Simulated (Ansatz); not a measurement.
Consider C₃H₅FOS.

The calculation's input:

```
crystal:
  periodic: [false, false, false]
  atoms:
    - { symbol: O, position_ang: [2.0877, 0.9918, 0.947] }
    - { symbol: S, position_ang: [1.51, -0.04, 0.0215] }
    - { symbol: C, position_ang: [0.0799, 0.8081, -0.8015] }
    - { symbol: C, position_ang: [-0.8227, -0.374, -0.3981] }
    - { symbol: C, position_ang: [-0.0137, -0.6953, 0.8788] }
    - { symbol: F, position_ang: [0.141, -2.0064, 1.1611] }
    - { symbol: H, position_ang: [-0.1837, 1.7643, -0.3382] }
    - { symbol: H, position_ang: [0.1878, 0.9498, -1.8798] }
    - { symbol: H, position_ang: [-0.8239, -1.1943, -1.1286] }
    - { symbol: H, position_ang: [-1.868, -0.103, -0.217] }
    - { symbol: H, position_ang: [-0.2944, -0.101, 1.7547] }
basis:
  gaussian:
    orbitals: def2-SVP
hamiltonian:
  xc: lc_wpbe
output:
  orbitals: {}
```

Launched as:

```sh
python energy.py --xc LC-wPBE
```

Level of theory: SCF lc_wpbe, Gaussian basis (Ansatz 0.2.0).

Q: Predict the electron density and electron localisation function between the atoms.

A: C–F (1.35 Å): the density is about 2.3 e/Å³ at the midpoint, with its minimum of 1.7 e/Å³ about 0.5 Å from C; the ELF peaks at about 0.90 between the atoms; a polar covalent bond.
C–H (1.09 Å): ρ at the midpoint is about 2 e/Å³; the ELF climbs to about 1 towards the hydrogen, as it does in any bond to H (a covalent bond by its length).

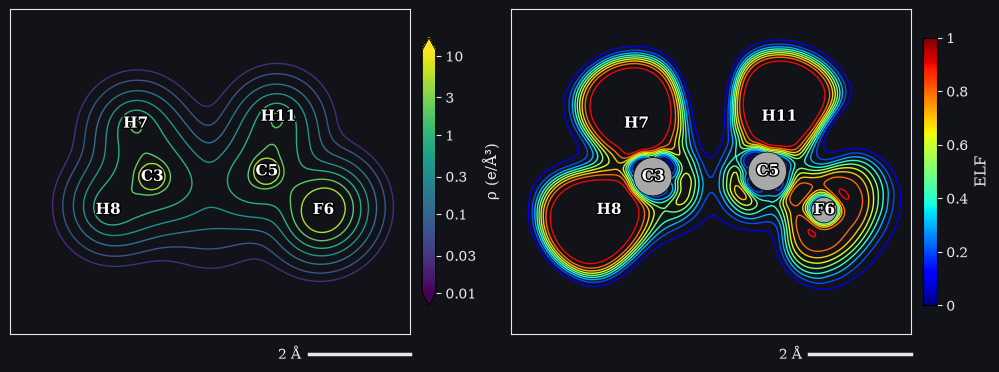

Computed electron density and electron localisation function on the plane of atoms F6, C5 and H11, in this order. Grey discs cover the atomic cores in the ELF map. 
